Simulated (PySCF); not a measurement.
# C3H10F2Si2: what the fields show

| atom | x (Å) | y (Å) | z (Å) |
| --- | --- | --- | --- |
| C | 1.8596 | -0.7633 | 0.7609 |
| C | 1.2192 | -0.8500 | -0.6127 |
| F | 0.2576 | -1.8656 | -0.5939 |
| Si | 0.3462 | 0.7617 | -1.1961 |
| C | -0.9413 | 1.2674 | 0.0994 |
| Si | -2.1632 | -0.0901 | 0.6287 |
| F | -3.2863 | 0.6519 | 1.5285 |
| H | 2.3028 | -1.7171 | 1.0427 |
| H | 1.1165 | -0.4957 | 1.5080 |
| H | 2.6369 | -0.0043 | 0.7469 |
| H | 1.9615 | -1.1873 | -1.3452 |
| H | -0.2774 | 0.4682 | -2.4885 |
| H | 1.3935 | 1.7824 | -1.3465 |
| H | -0.4309 | 1.6496 | 0.9850 |
| H | -1.5116 | 2.1074 | -0.2983 |
| H | -1.5870 | -1.0609 | 1.5433 |
| H | -2.9031 | -0.6424 | -0.4932 |

Geometry: GFN2-xTB.

The calculation used PBE0/pcSseg-1, SCF density, gas phase, non-relativistic in PySCF 2.14.0.

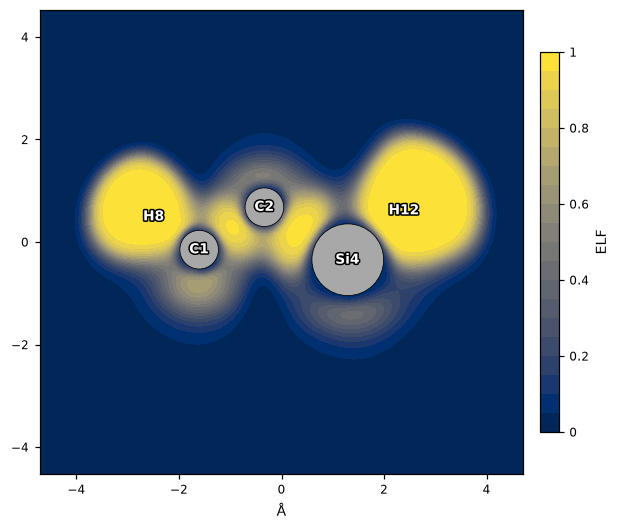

Figure 1. Electron localisation function on the plane of atoms C2, C1 and H8. Grey discs cover the atomic cores.

### Interpret the plot.

- The section cuts through C, Si and H sites.
- C–C (1.52 Å): the ELF peaks at about 0.95 between the atoms (localised, covalent bonding).
- C–Si (1.92 Å): the ELF peaks at about 1 between the atoms, as expected for localised, covalent bonding.
- C–H (1.09 Å): the ELF climbs to about 1 towards the hydrogen, as it does in any bond to H (an ordinary covalent bond to hydrogen).
- Si–H (1.46 Å): the ELF climbs to about 1 towards the hydrogen.

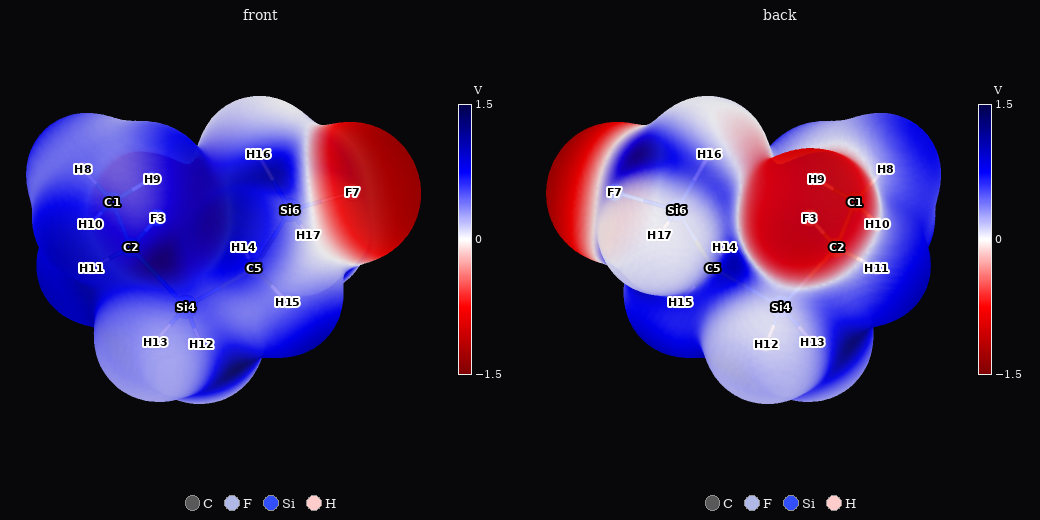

Figure 2. The electrostatic potential painted on the density surface at 0.002 e/bohr³, seen from the front and from behind; the colour scale runs from red (negative) to blue (positive).

### Where is the surface potential most negative and most positive?

The most negative region (about −1.3 V) lies over F7, the most positive (about +1.3 V) over Si4.
